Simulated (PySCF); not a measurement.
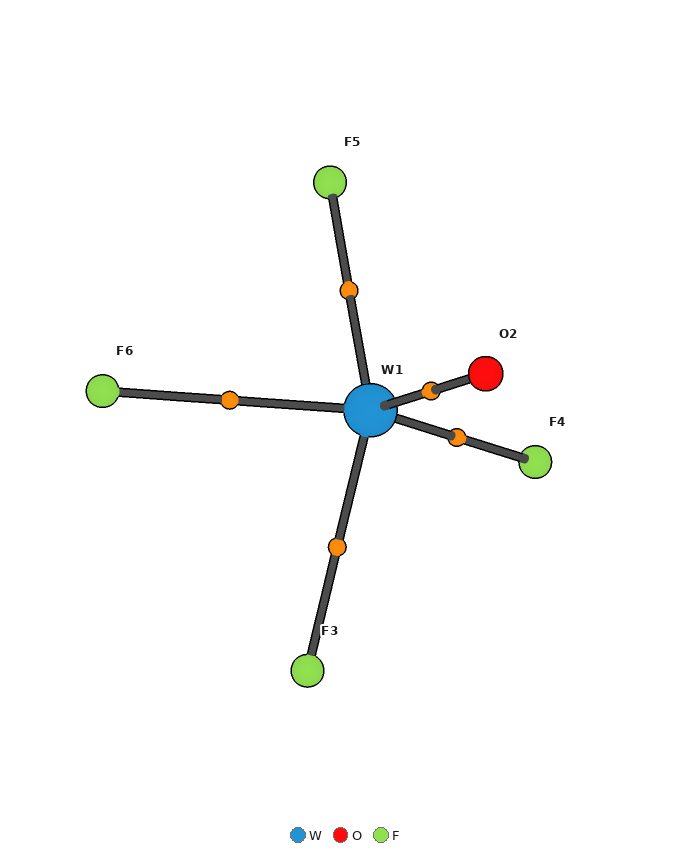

Figure 1: [WOF4]- (F4OW, charge −1, doublet). Molecular graph of the electron density (QTAIM): bond paths, bond critical points (orange), ring points (yellow, if any); weak paths are dashed.

PySCF calculation, B3LYP/def2-SVPD, gas phase; geometry: GFN2-xTB. Core potentials replace the inner electrons of W; spin–orbit coupling isn't included. This is a single-reference result, which may miss multireference character in this system. No frequency check shows the geometry to be a minimum. The stability of the open-shell solution wasn't checked. GFN2-xTB bond lengths at metals and heavier atoms can be off by up to 0.1 Å and shapes distorted, which carries into these values. GFN2-xTB doesn't know the spin state, so this open-shell geometry is rough.

Coordinates in Å:

```
W1      -0.0002    0.0000    0.1169
O2      -0.0034   -0.0008    1.8090
F3       0.1002    1.8298   -0.6425
F4      -1.8293    0.0990   -0.6440
F5      -0.0975   -1.8295   -0.6437
F6       1.8310   -0.0987   -0.6394
```

How many critical points of each kind are there, and does the count close?

Answer. 6 nuclei, 5 bond, 0 ring and 0 cage critical points: 6 − 5 + 0 − 0 = 1, as the Poincaré–Hopf relation requires.

Give the properties at the bond critical points.

Answer.
```
           bond  length (Å)  ρ (a.u.)  ∇²ρ (a.u.)     ε  H (a.u.)
          W1–O2       1.692     0.268       +0.87  0.00    −0.196
W1–F4 (4 alike)       1.984     0.110       +0.56  0.26    −0.013
```

What kind of interaction is W1–F4?

Answer. Polar or intermediate (positive Laplacian, negative energy density H): ρ = 0.110, ∇²ρ = +0.56, H = −0.013 a.u. Its ellipticity of 0.26 shows that the density isn't cylindrical about the bond.
